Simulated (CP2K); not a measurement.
**PM6 run of C2F3Si (SMILES [C]#C[Si](F)(F)F)**

Aim: the vertical ionisation energy of C2F3Si at PM6, from 2 runs. 

Program for the calculation: CP2K 2026.2.

7 further runs of the same task are left out: 6 that didn't finish, 1 set aside as unsound or not needed.

### Step 1. The molecule

C2F3Si has 6 atoms, charge 0, and is taken as a doublet. As SMILES, `[C]#C[Si](F)(F)F`. The shape is that of a PBE0-D4/def2-TZVP optimisation.

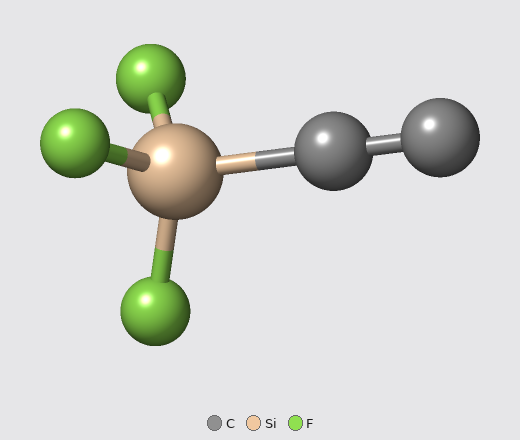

Viewed from a chosen angle; carbon grey, silicon light orange, fluorine green.

### Step 2. A single-point energy at PM6

File calc.inp:

```
&GLOBAL
   PROJECT_NAME calc
   RUN_TYPE ENERGY
   PRINT_LEVEL MEDIUM
&END GLOBAL
&FORCE_EVAL
   METHOD QS
   &DFT
      CHARGE 0
      MULTIPLICITY 2
      UNRESTRICTED_KOHN_SHAM T
      &QS
         METHOD PM6
         EPS_DEFAULT 1.0E-10
         &SE
            &COULOMB
               CUTOFF [angstrom] 50
               RC_RANGE [angstrom] 0
            &END COULOMB
            &EXCHANGE
               CUTOFF [angstrom] 50
               RC_RANGE [angstrom] 0
            &END EXCHANGE
         &END SE
      &END QS
      &POISSON
         PERIODIC NONE
         POISSON_SOLVER ANALYTIC
      &END POISSON
      &SCF
         SCF_GUESS ATOMIC
         EPS_SCF 1.0E-06
         MAX_SCF 100
         &DIAGONALIZATION
            ALGORITHM STANDARD
         &END DIAGONALIZATION
         &MIXING
            METHOD DIRECT_P_MIXING
            ALPHA 0.4
         &END MIXING
      &END SCF
      &PRINT
         &MOMENTS
            PERIODIC F
            REFERENCE COM
            MAX_MOMENT 1
         &END MOMENTS
         &MO ON
            ENERGIES T
            OCCUPATION_NUMBERS T
            NDIGITS 6
            &EACH
               QS_SCF 0
            &END EACH
            ADD_LAST NUMERIC
         &END MO
         &HIRSHFELD OFF
         &END HIRSHFELD
      &END PRINT
   &END DFT
   &SUBSYS
      &CELL
         ABC [angstrom] 10.5 11.8 10.3
         PERIODIC NONE
      &END CELL
      &COORD
         C      4.680200     3.992950     5.918850
         C      4.844600     5.139350     5.572150
         Si     5.089000     6.842550     5.057050
         F      3.998500     7.260350     4.010750
         F      6.501500     7.018650     4.399650
         F      4.990600     7.807050     6.289250
      &END COORD
   &END SUBSYS
&END FORCE_EVAL
```

The run is started by

```
$ OMP_NUM_THREADS=1 cp2k.psmp -i calc.inp -o calc.out
```

The program printed:

```text
CP2K| version string:                                       CP2K version 2026.2
[...]
 GLOBAL| Method name                                                        CP2K
[...]
 GLOBAL| Run type                                                         ENERGY
[...]
                             - Atoms:                                          6
[...]
                             - Spherical basis functions:                     29
[...]
 Number of electrons:                                                         17
[...]
     1 P_Mix/Diag. 0.40E+00    0.0     0.46205920       -58.2734894915 -5.83E+01
[...]
    23 DIIS/Diag.  0.90E-07    0.0     0.00000062       -63.6746138560 -1.86E-12
  *** SCF run converged in    23 steps ***
  Core-core repulsion energy [eV]:                           2279.47751382740307
  Core Hamiltonian energy [eV]:                             -2904.66178952844348
  Two-electron integral energy [eV]:                        -2214.98016770350114
  Electronic energy [eV]:                                   -4012.15187338019450
  Total energy [eV]:                                        -1732.67435955279143
  Atomic reference energy [eV]:                              1725.28284035132879
  Heat of formation [kcal/mol]:                              -170.45249560064451
[...]
 SE_DIPOLE| Moment [Debye]          0.15621690       1.09039046      -0.33026699
 SE_DIPOLE| Derivative [a.u.]       0.00000000       0.00000000       0.00000000
 ENERGY| Total FORCE_EVAL ( QS ) energy [hartree]            -63.674613855969760
[...]
```

It took 1.1 s on 1 thread of Intel Xeon Platinum 8175M at 2.50GHz (Skylake/Cascade Lake), shared host; peak memory 0.19 GiB.

### Step 3. The singlet cation, same level

File mol.inp:

```
&GLOBAL
    PROJECT mol
    RUN_TYPE ENERGY
    PRINT_LEVEL MEDIUM
&END
&FORCE_EVAL
    METHOD QS
    &DFT
        CHARGE 1
        &QS
            METHOD PM6
            EPS_DEFAULT 1.0E-10
            &SE
                &COULOMB
                    CUTOFF [angstrom] 50
                    RC_RANGE [angstrom] 0
                &END
                &EXCHANGE
                    CUTOFF [angstrom] 50
                    RC_RANGE [angstrom] 0
                &END
            &END
        &END
        &POISSON
            PERIODIC NONE
            POISSON_SOLVER ANALYTIC
        &END
        &SCF
            SCF_GUESS ATOMIC
            EPS_SCF 1.0E-06
            MAX_SCF 100
            &DIAGONALIZATION
                ALGORITHM STANDARD
            &END
            &MIXING
                METHOD DIRECT_P_MIXING
                ALPHA 0.4
            &END
        &END
        &PRINT
            &MOMENTS
                PERIODIC F
                REFERENCE COM
                MAX_MOMENT 1
            &END
            &MO ON
                ENERGIES T
                OCCUPATION_NUMBERS T
                NDIGITS 6
                &EACH
                    QS_SCF 0
                &END
                ADD_LAST NUMERIC
            &END
            &HIRSHFELD OFF
            &END
        &END
    &END
    &SUBSYS
        &CELL
            ABC 10.5 11.8 10.3
            PERIODIC NONE
        &END
        &COORD
            C      4.680200     3.992950     5.918850
            C      4.844600     5.139350     5.572150
            Si     5.089000     6.842550     5.057050
            F      3.998500     7.260350     4.010750
            F      6.501500     7.018650     4.399650
            F      4.990600     7.807050     6.289250
        &END
    &END
&END
```

The run is started by

```
$ OMP_NUM_THREADS=1 cp2k.psmp -i mol.inp > mol.out 2>&1
```

The program printed:

```text
CP2K| version string:                                       CP2K version 2026.2
[...]
 GLOBAL| Method name                                                        CP2K
[...]
 GLOBAL| Run type                                                         ENERGY
[...]
                             - Atoms:                                          6
[...]
                             - Spherical basis functions:                     29
[...]
 Number of electrons:                                                         32
[...]
     1 P_Mix/Diag. 0.40E+00    0.0     0.87877569       -57.7289375373 -5.77E+01
[...]
    18 DIIS/Diag.  0.33E-06    0.0     0.00000074       -63.2502123892 -4.42E-12
  *** SCF run converged in    18 steps ***
  Core-core repulsion energy [eV]:                           2279.47751382740307
  Core Hamiltonian energy [eV]:                             -2862.29466976026288
  Two-electron integral energy [eV]:                        -2276.61730479678999
  Electronic energy [eV]:                                   -4000.60332215865810
  Total energy [eV]:                                        -1721.12580833125526
  Atomic reference energy [eV]:                              1725.28284035132879
  Heat of formation [kcal/mol]:                                95.86344333288770
[...]
 SE_DIPOLE| Moment [Debye]          1.33407162       9.29906484      -2.81289641
 SE_DIPOLE| Derivative [a.u.]       0.00000000       0.00000000       0.00000000
 ENERGY| Total FORCE_EVAL ( QS ) energy [hartree]            -63.250212389200783
[...]
```

It took 1 s on 1 thread of Intel Xeon Platinum 8175M at 2.50GHz (Skylake/Cascade Lake), shared host; peak memory 0.19 GiB.

### Step 4. Outcome

Level: PM6.

```
                                          quantity            value
                      doublet C2F3Si: total energy     -63.67461 Eh
                     doublet C2F3Si: dipole moment           1.15 D
doublet C2F3Si: HOMO energy (highest over α and β)        -11.54 eV
                 doublet C2F3Si: heat of formation  -170.5 kcal/mol
                      singlet cation: total energy     -63.25021 Eh
                       singlet cation: HOMO energy        -18.92 eV
                 singlet cation: heat of formation    95.9 kcal/mol
vertical ionisation energy (to the singlet cation)        11.549 eV
```

Removing an electron at fixed nuclei costs 11.55 eV (266 kcal/mol). Only the singlet of the ionised species was computed; a triplet could lie lower.
